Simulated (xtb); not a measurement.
# Geometry relaxation of CuH₂O₂ (charge −1) (part 2 of 3)

Continued. System: CuH₂O₂, charge −1. Method: GFN2-xTB (xtb 6.7.1 later snapshot).  The settings are looser than a standard set-up, so the numbers are not reference values.

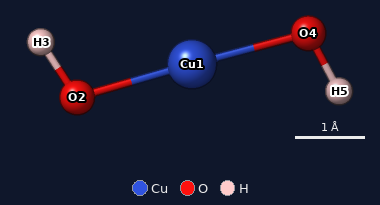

Fig. 1: The geometry at step 3 of the log (ball-and-stick view, seen on its broad side; atoms are numbered from 1 in the order of the input).

**Output, continued**
```
 selected dihedral angles (degree)
 ---------------------------------
H3-O2-Cu1-O4=192.98           H5-O4-Cu1-O2=347.99
           -------------------------------------------------
          |                Final Singlepoint                |
           -------------------------------------------------

          ...................................................
          :                      SETUP                      :
          :.................................................:
          :  # basis functions                  20          :
          :  # atomic orbitals                  19          :
          :  # shells                            9          :
          :  # electrons                        26          :
          :  max. iterations                   250          :
          :  Hamiltonian                  GFN2-xTB          :
          :  restarted?                      false          :
          :  GBSA solvation                  false          :
          :  PC potential                    false          :
          :  electronic temp.          300.0000000     K    :
          :  accuracy                    1.0000000          :
          :  -> integral cutoff          0.2500000E+02      :
          :  -> integral neglect         0.1000000E-07      :
          :  -> SCF convergence          0.1000000E-05 Eh   :
          :  -> wf. convergence          0.1000000E-03 e    :
          :  Broyden damping             0.4000000          :
          :  net charge                         -1          :
          :  unpaired electrons                  0          :
          ...................................................

 iter      E             dE          RMSdq      gap      omega  full diag
   1    -13.3098796 -0.133099E+02  0.199E-04    7.25       0.0  T
   2    -13.3098796 -0.477485E-11  0.152E-04    7.25     293.9  T
   3    -13.3098796 -0.511768E-11  0.385E-05    7.25    1163.0  T

   *** convergence criteria satisfied after 3 iterations ***

         #    Occupation            Energy/Eh            Energy/eV
      -------------------------------------------------------------
         1        2.0000           -0.4339998             -11.8097
       ...           ...                  ...                  ...
         7        2.0000           -0.1888235              -5.1381
         8        2.0000           -0.1860317              -5.0622
         9        2.0000           -0.1159378              -3.1548
        10        2.0000           -0.1155972              -3.1456
        11        2.0000           -0.1058554              -2.8805
        12        2.0000           -0.0976384              -2.6569
        13        2.0000           -0.0930618              -2.5323 (HOMO)
        14                          0.1734838               4.7207 (LUMO)
        15                          0.1765832               4.8051
        16                          0.2485597               6.7637
        17                          0.3752191              10.2102
        18                          0.5348772              14.5547
        19                          0.7758758              21.1127
      -------------------------------------------------------------
                  HL-Gap            0.2665456 Eh            7.2531 eV
             Fermi-level            0.0402110 Eh            1.0942 eV

 SCC (total)                   0 d,  0 h,  0 min,  0.001 sec
 SCC setup                      ...        0 min,  0.000 sec (  3.786%)
 Dispersion                     ...        0 min,  0.000 sec (  0.953%)
 classical contributions        ...        0 min,  0.000 sec (  0.399%)
 integral evaluation            ...        0 min,  0.000 sec ( 27.971%)
 iterations                     ...        0 min,  0.000 sec ( 25.764%)
 molecular gradient             ...        0 min,  0.000 sec ( 36.243%)
 printout                       ...        0 min,  0.000 sec (  3.907%)

         :::::::::::::::::::::::::::::::::::::::::::::::::::::
         ::                     SUMMARY                     ::
         :::::::::::::::::::::::::::::::::::::::::::::::::::::
         :: total energy             -13.272791082585 Eh    ::
         :: gradient norm              0.004426550161 Eh/a0 ::
         :: HOMO-LUMO gap              7.253075161525 eV    ::
         ::.................................................::
         :: SCC energy               -13.309879743387 Eh    ::
         :: -> isotropic ES            0.232174749428 Eh    ::
         :: -> anisotropic ES         -0.007780542207 Eh    ::
         :: -> anisotropic XC         -0.005065375071 Eh    ::
         :: -> dispersion             -0.001643155405 Eh    ::
         :: repulsion energy           0.037088660802 Eh    ::
         :: add. restraining           0.000000000000 Eh    ::
         :: total charge              -1.000000000000 e     ::
         :::::::::::::::::::::::::::::::::::::::::::::::::::::

           -------------------------------------------------
          |                Numerical Hessian                |
           -------------------------------------------------
step length          :   0.00500
SCC accuracy         :   0.30000
Hessian scale factor :   1.00000
frozen atoms in %    :   0.00000    0
RMS gradient         :   0.00443 !! INCOMPLETELY OPTIMIZED GEOMETRY !!
estimated CPU  time      0.00 min

writing file <hessian>, containing the non-mass-weighted Hessian matrix in atomic units (Eₕ/Bohr²).

 projected vibrational frequencies (cm⁻¹)
eigval :       -0.00    -0.00     0.00     0.00     0.00     0.00
eigval :      151.84   171.33   178.15   399.56   572.70   778.76
eigval :      807.79  3536.38  3575.99
           -------------------------------------------------
          |                Property Printout                |
           -------------------------------------------------

    * Orbital Energies and Occupations

         #    Occupation            Energy/Eh            Energy/eV
      -------------------------------------------------------------
         1        2.0000           -0.4339996             -11.8097
         2        2.0000           -0.4208935             -11.4531
         3        2.0000           -0.2959051              -8.0520
         4        2.0000           -0.2946641              -8.0182
         5        2.0000           -0.2202869              -5.9943
         6        2.0000           -0.2039161              -5.5488
         7        2.0000           -0.1888233              -5.1381
         8        2.0000           -0.1860314              -5.0622
         9        2.0000           -0.1159378              -3.1548
        10        2.0000           -0.1155972              -3.1456
        11        2.0000           -0.1058553              -2.8805
        12        2.0000           -0.0976384              -2.6569
        13        2.0000           -0.0930617              -2.5323 (HOMO)
        14                          0.1734838               4.7207 (LUMO)
        15                          0.1765832               4.8051
        16                          0.2485598               6.7637
        17                          0.3752191              10.2102
        18                          0.5348771              14.5547
        19                          0.7758759              21.1127
      -------------------------------------------------------------
                  HL-Gap            0.2665455 Eh            7.2531 eV
             Fermi-level            0.0402111 Eh            1.0942 eV

     #   Z          covCN         q      C6AA      α(0)
     1  29          1.519     0.048   148.622    27.760
     2   8          1.561    -0.707    27.950     7.133
     3   1          0.808     0.183     1.207     1.725
     4   8          1.561    -0.709    27.989     7.138
     5   1          0.810     0.184     1.201     1.721

 Mol. C6AA /au·bohr⁶  :        596.307811
 Mol. C8AA /au·bohr⁸  :      26341.150067
 Mol. α(0) /au        :         45.476700

Wiberg/Mayer (AO) data.
largest (>0.10) Wiberg bond orders for each atom

 ---------------------------------------------------------------------------
     #   Z sym  total        # sym  WBO       # sym  WBO       # sym  WBO
 ---------------------------------------------------------------------------
     1  29      1.609 --     2      0.782     4      0.781
     2   8      1.743 --     3      0.943     1      0.782
     3   1      0.966 --     2      0.943
     4   8      1.742 --     5      0.942     1      0.781
     5   1      0.966 --     4      0.942
 ---------------------------------------------------------------------------

Topologies differ in total number of bonds
Writing topology from bond orders to xtbtopo.mol

molecular dipole:
                 x           y           z       tot (Debye)
 q only:       -0.039      -0.012       0.047
   full:       -0.039      -0.033       0.059       0.198
molecular quadrupole (traceless):
                xx          xy          yy          xz          yz          zz
 q only:        4.831      -0.517       6.114      -1.082       3.677     -10.945
  q+dip:        5.311      -0.669       6.949      -1.640       5.407     -12.260
   full:        4.612      -1.030       7.199      -1.862       6.044     -11.811

           -------------------------------------------------
          |                Geometry Summary                 |
           -------------------------------------------------

      molecular mass/u    :       97.5607313
   center of mass at/Å    :        0.0163908       0.0194917      -0.0145334
  moments of inertia/u·Å² :        0.1625328E+01   0.1078910E+03   0.1095146E+03
rotational constants/cm⁻¹ :        0.1037184E+02   0.1562469E+00   0.1539304E+00

 * 4 selected distances

     #   Z          #   Z                                           value/Å
     1  29          2   8                                         1.7639778
     2   8          3   1                                         0.9639665
     1  29          4   8                                         1.7651300 (max)
     4   8          5   1                                         0.9613911 (min)

 * 2 distinct bonds (by element types)

   Z      Z             #   av. dist./Å        max./Å        min./Å
   1 H    8 O           2     0.9626788     0.9639665     0.9613911
   8 O   29 Cu          2     1.7645539     1.7651300     1.7639778

           -------------------------------------------------
          |               Frequency Printout                |
           -------------------------------------------------
 projected vibrational frequencies (cm⁻¹)
eigval :       -0.00    -0.00     0.00     0.00     0.00     0.00
eigval :      151.84   171.33   178.15   399.56   572.70   778.76
eigval :      807.79  3536.38  3575.99
 reduced masses (amu)
    1:     12.32    2:     15.47    3:     15.55    4:      9.33    5:      1.32    6:      3.68
    7:      1.19    8:      8.05    9:      5.46   10:      7.96   11:     10.06   12:      1.11
   13:      1.14   14:      1.07   15:      1.07
 IR intensities (km·mol⁻¹)
    1:      6.40    2:      2.56    3:      8.74    4:      6.89    5:      1.99    6:      3.45
    7:    208.12    8:     11.21    9:      0.16   10:      0.13   11:    200.23   12:      9.13
   13:    387.84   14:     43.05   15:     66.33
 Raman intensities (Ä⁴*amu⁻¹)
    1:      0.00    2:      0.00    3:      0.00    4:      0.00    5:      0.00    6:      0.00
    7:      0.00    8:      0.00    9:      0.00   10:      0.00   11:      0.00   12:      0.00
   13:      0.00   14:      0.00   15:      0.00
 output can be read by thermo (or use thermo option).
 writing <g98.out> molden fake output.
 recommended (thermochemical) frequency scaling factor: 1.0
Molecule has the following symmetry elements: (i) (C2) (sigma)
It seems to be the C2h point group
           -------------------------------------------------
          |             Thermodynamic Functions             |
           -------------------------------------------------

c2h symmetry found (for desy threshold:  0.10E+00) used in thermo

          ...................................................
          :                      SETUP                      :
          :.................................................:
          :  # frequencies                           9      :
          :  # imaginary freq.                       0      :
          :  linear?                             false      :
          :  only rotor calc.                    false      :
          :  symmetry                              c2h      :
          :  rotational number                       2      :
          :  scaling factor                  1.0000000      :
          :  rotor cutoff                   50.0000000 cm⁻¹ :
          :  imag. cutoff                  -20.0000000 cm⁻¹ :
          :.................................................:

    mode    ω/cm⁻¹     T·S(HO)/kcal·mol⁻¹    T·S(FR)/kcal·mol⁻¹   T·S(vib)
   ------------------------------------------------------------------------
       1    151.84    -0.78981 ( 98.84%)    -0.72703 (  1.16%)    -0.78908
       2    171.33    -0.72178 ( 99.28%)    -0.69131 (  0.72%)    -0.72156
       3    178.15    -0.69998 ( 99.38%)    -0.67976 (  0.62%)    -0.69985
   ------------------------------------------------------------------------

   temp. (K)  partition function   enthalpy   heat capacity  entropy
                                   cal/mol     cal/K/mol   cal/K/mol   J/K/mol
 298.15  VIB   7.75                 1562.073      9.511      9.304
         ROT  0.529E+04              888.727      2.981     20.019
         INT  0.410E+05             2450.801     12.492     29.323
         TR   0.295E+26             1481.212      4.968     39.644
         TOT                        3932.0132    17.4598    68.9677   288.5609

       T/K    H(0)-H(T)+PV         H(T)/Eh          T*S/Eh         G(T)/Eh
   ------------------------------------------------------------------------
    298.15    0.626606E-02    0.294407E-01    0.327688E-01   -0.332807E-02
   ------------------------------------------------------------------------

         :::::::::::::::::::::::::::::::::::::::::::::::::::::
         ::                  THERMODYNAMIC                  ::
         :::::::::::::::::::::::::::::::::::::::::::::::::::::
         :: total free energy         -13.276119155415 Eh   ::
         ::.................................................::
         :: total energy              -13.272791082585 Eh   ::
         :: zero point energy           0.023174653581 Eh   ::
         :: G(RRHO) w/o ZPVE           -0.026502726411 Eh   ::
         :: G(RRHO) contrib.           -0.003328072830 Eh   ::
         :::::::::::::::::::::::::::::::::::::::::::::::::::::

optimized geometry written to: xtbopt.xyz

           -------------------------------------------------
          | TOTAL ENERGY              -13.272791082585 Eh   |
          | TOTAL ENTHALPY            -13.243350367072 Eh   |
          | TOTAL FREE ENERGY         -13.276119155415 Eh   |
          | GRADIENT NORM               0.004426597644 Eh/α |
          | HOMO-LUMO GAP               7.253072545205 eV   |
           -------------------------------------------------
########################################################################
[WARNING] Runtime exception occurred
-1- hessian_numhess: Hessian on incompletely optimized geometry!
########################################################################

------------------------------------------------------------------------
------------------------------------------------------------------------
 total:
 *  cpu-time:     0 d,  0 h,  0 min,  0.055 sec
 * ratio c/w:     1.000 speedup
 SCF:
 *  cpu-time:     0 d,  0 h,  0 min,  0.002 sec
 * ratio c/w:     0.999 speedup
 ANC optimizer:
 *  cpu-time:     0 d,  0 h,  0 min,  0.010 sec
 * ratio c/w:     1.000 speedup
 analytical hessian:
 *  cpu-time:     0 d,  0 h,  0 min,  0.035 sec
 * ratio c/w:     1.000 speedup
```

**File xtbopt.xyz**
```
5
 energy: -13.272791082585 gnorm: 0.004426550161 xtb: 6.7.1
Cu           0.01567413080652        0.02799010518387       -0.01473328496234
O            0.00914669120905       -0.01468665108041        1.74871590286027
H           -0.29172612921622        0.85838375258167        2.02522073711688
O            0.02710994116260        0.02281576048802       -1.77981851564484
H            0.31452541361379       -0.86542341080084       -2.00937515098082
```

**Standard error**
```
normal termination of xtb
```

**Trajectory as extended XYZ (Å, eV, eV/Å), 6 frames, from step=0 to step=5**
```
5
Properties=species:S:1:pos:R:3 step=0 energy=-361.02762
Cu    0.0280   -0.0545   -0.0191
O    -0.0035    0.0405    1.7017
H    -0.2825    0.8364    2.0367
O     0.0233    0.0516   -1.7970
H     0.3094   -0.8448   -1.9522
5
Properties=species:S:1:pos:R:3 step=1 energy=-361.12587
Cu    0.0217   -0.0325   -0.0219
O     0.0041    0.0193    1.7103
H    -0.2891    0.8530    2.0513
O     0.0256    0.0447   -1.7964
H     0.3125   -0.8555   -1.9732
5
Properties=species:S:1:pos:R:3 step=2 energy=-361.15596
Cu    0.0232   -0.0016   -0.0210
O     0.0048    0.0018    1.7247
H    -0.2919    0.8586    2.0506
O     0.0248    0.0344   -1.7918
H     0.3138   -0.8641   -1.9925
5
Properties=species:S:1:pos:R:3 step=3 energy=-361.16594
Cu   -0.0029    0.0188   -0.0196
O     0.0193   -0.0071    1.7381
H    -0.2932    0.8582    2.0426
O     0.0351    0.0278   -1.7867
H     0.3165   -0.8686   -2.0045
5
Properties=species:S:1:pos:R:3 step=4 energy=-361.16602
Cu    0.0440    0.0397   -0.0143
O    -0.0089   -0.0235    1.7509
H    -0.2889    0.8624    2.0269
O     0.0132    0.0172   -1.7794
H     0.3153   -0.8667   -2.0140
5
Properties=species:S:1:pos:R:3 step=5 energy=-361.17104
Cu    0.0157    0.0280   -0.0147
O     0.0091   -0.0147    1.7487
H    -0.2917    0.8584    2.0252
O     0.0271    0.0228   -1.7798
H     0.3145   -0.8654   -2.0094
```

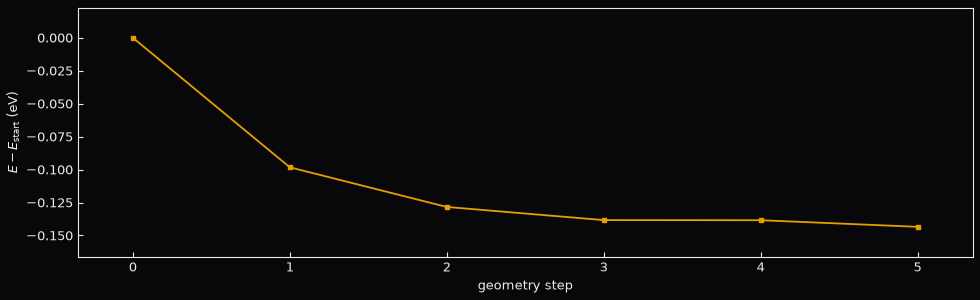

Fig. 2: Progress of the relaxation, step by step (steps are counted from 0).

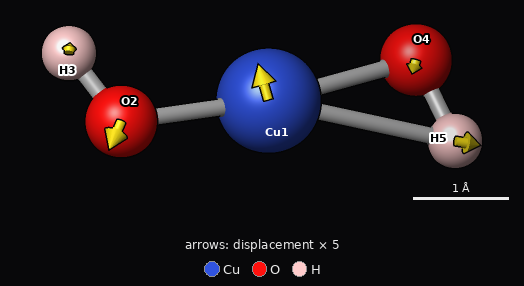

Fig. 3: The starting structure with the displacements as yellow arrows, magnified 5 times (ball-and-stick view, seen at a tilt). The two geometries are laid on each other by the best rigid fit. The largest move after the best rigid fit is that of Cu1, 0.084 Å. Largest moves by element: Cu 0.084 Å, O 0.074 Å, H 0.061 Å. Among the contacts that change: Cu1–H5 2.107 → 2.206 Å, O2–H3 0.907 → 0.964 Å, Cu1–O2 1.724 → 1.764 Å, Cu1–O4 1.781 → 1.765 Å. Among the angles that change: Cu1–O2–H3 115.0° → 105.4°, Cu1–O4–H5 96.1° → 104.1°, O2–Cu1–H5 159.9° → 153.5°. After 5 geometry steps the energy has fallen by 0.143 eV. (Atoms are counted from 1 in the order of the input.)

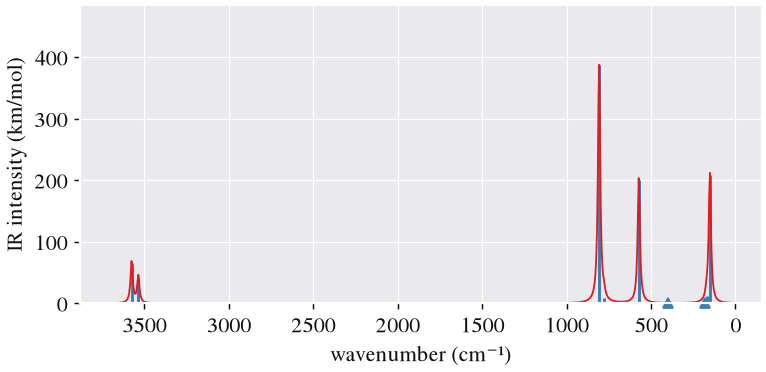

Fig. 4: Harmonic infrared spectrum, unscaled: sticks (degenerate modes added up, dark ones marked on the axis) with a Lorentzian envelope of 16 cm⁻¹ full width, scaled to the tallest stick. 9 modes from 152 to 3576 cm⁻¹, none imaginary. The strongest line is at 808 cm⁻¹ (388 km/mol). All modes, in cm⁻¹ (km/mol): 152 (208), 171 (11.2), 178 (0.2), 400 (0.1), 573 (200), 779 (9.1), 808 (388), 3536 (43), 3576 (66).

This output came from the following input.

**Input file (mol.xyz)**
```
5
[Cu(OH)2]-
Cu     0.02800    -0.05454    -0.01908
O     -0.00349     0.04050     1.70165
H     -0.28246     0.83635     2.03666
O      0.02332     0.05162    -1.79701
H      0.30936    -0.84485    -1.95221
```

Launch command:
```bash
xtb mol.xyz --gfn 2 -c -1 --ohess crude > mol.out
```
